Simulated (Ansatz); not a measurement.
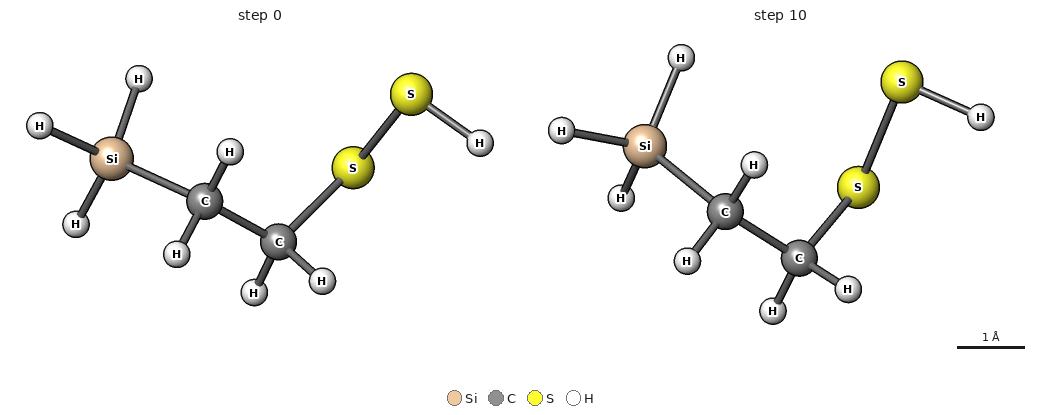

The structure of C2H8S2Si (coarse preliminary run) before (left) and after (right) a relaxation, at one scale.

Style: ball-and-stick. Shown face on.

The start comes from a force field.

All numbers below come from RKS PBE-D4/def2-SVP (Ansatz 0.2.0).

The input:
```yaml
crystal:
  periodic: [false, false, false]
  atoms:
    - {symbol: Si, position_ang: [-1.848800, -0.667400, 0.193700]}
    - {symbol: C, position_ang: [-0.292200, 0.142400, 0.734900]}
    - {symbol: C, position_ang: [0.967700, -0.453900, 0.158000]}
    - {symbol: S, position_ang: [1.370900, -0.111800, -1.606500]}
    - {symbol: S, position_ang: [1.604300, 1.901200, -1.671300]}
    - {symbol: H, position_ang: [-3.024000, -0.008000, 0.940700]}
    - {symbol: H, position_ang: [-2.107600, -0.402800, -1.262300]}
    - {symbol: H, position_ang: [-1.834000, -2.064400, 0.451300]}
    - {symbol: H, position_ang: [-0.246300, 0.043900, 1.868400]}
    - {symbol: H, position_ang: [-0.320600, 1.227200, 0.583700]}
    - {symbol: H, position_ang: [1.852300, -0.073100, 0.752000]}
    - {symbol: H, position_ang: [1.022500, -1.535800, 0.319300]}
    - {symbol: H, position_ang: [2.876300, 1.967500, -1.447100]}
basis:
  gaussian: {orbitals: def2-SVP}
hamiltonian: {xc: pbe, dispersion: d4}
relax: {f_tol: 0.03, max_steps: 200}
```

Run as
```bash
ansatz run in.yaml --threads 4 --pin off --events-out ev --progress --plain --max-ram 10444MiB
```

Describe what moved and what it gained.

Answer. Over 10 geometry steps the energy falls by 8.83 kcal/mol. Largest force component: 2.2 eV/Å at the start, 0.023 eV/Å at the end. The largest move after the best rigid fit is that of H8, 0.66 Å. Largest moves by element: H 0.66 Å, S 0.62 Å, C 0.30 Å, Si 0.28 Å. Some distances before and after: Si1–H8 1.421 → 1.506 Å, S5–H13 1.293 → 1.371 Å, Si1–C2 1.836 → 1.909 Å, S4–S5 2.028 → 2.087 Å. Bond angles that change, for instance: S4–C3–H12 108.3° → 101.6°, H11–C3–H12 102.5° → 107.3°, Si1–C2–H10 112.0° → 107.5°. The run took 20 s on 4 threads of Arm Neoverse V1 (shared host).
